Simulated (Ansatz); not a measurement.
The calculation's input:

```
crystal:
  periodic: [false, false, false]
  atoms:
    - {symbol: Cl, position_ang: [-0.610223, -0.416648, -2.254300]}
    - {symbol: C, position_ang: [-0.442613, 0.373488, -0.689860]}
    - {symbol: C, position_ang: [0.930378, 0.305063, -0.014273]}
    - {symbol: Si, position_ang: [-0.417520, -0.575086, 0.903898]}
    - {symbol: H, position_ang: [-0.899637, 1.356646, -0.714453]}
    - {symbol: H, position_ang: [1.659255, -0.322263, -0.518184]}
    - {symbol: H, position_ang: [1.345745, 1.248875, 0.324094]}
    - {symbol: H, position_ang: [-0.452814, -2.048147, 0.838683]}
    - {symbol: H, position_ang: [-1.023871, 0.031775, 2.107296]}
basis:
  gaussian: {orbitals: def2-TZVPP}
hamiltonian: {xc: pbe0, dispersion: d4}
output: {orbitals: {seedname: orbitals}}
```

Run with:

```sh
ansatz run in.yaml --threads 2 --pin off --events-out ev --progress --plain --max-ram 4352MiB
```

Geometry: PBE0-D4/def2-TZVP.

Computed with RKS PBE0-D4/def2-TZVPP in Ansatz 0.2.0.

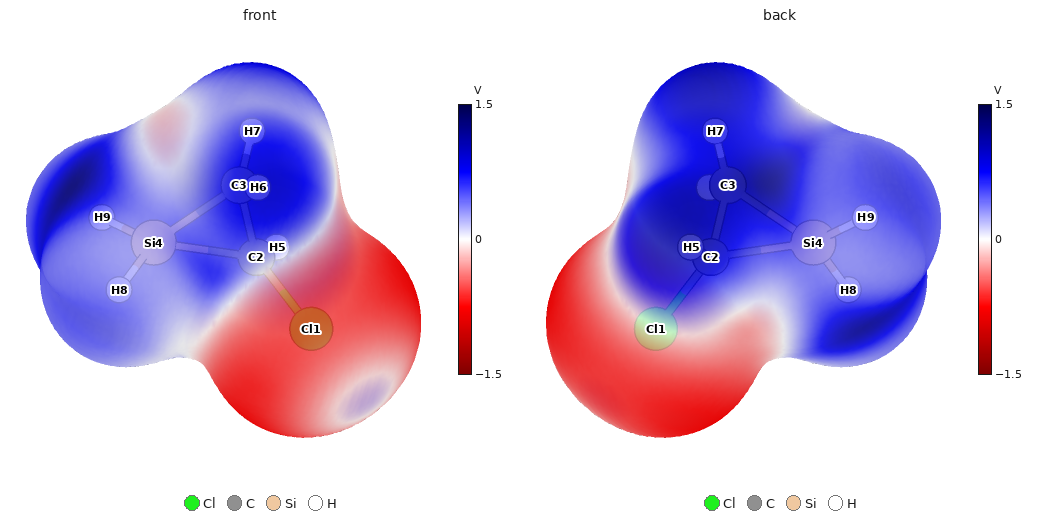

C$_{2}$H$_{5}$ClSi (SMILES ClC1C[SiH2]1). The molecular electrostatic potential painted on the density surface at 0.002 e/bohr³, seen from the front and from behind; the colour scale runs from red (negative) to blue (positive).

Question: Which sites attract a positive test charge, and which a negative one?

Answer: A positive charge is drawn to the negative regions and a negative charge to the positive ones. The most negative region (about −0.8 V) lies over Cl1, the most positive (about +1.3 V) over Si4. Cl1 shows a σ-hole: about +0.2 V at the tip opposite its bond, against about −0.6 V on its flanks.
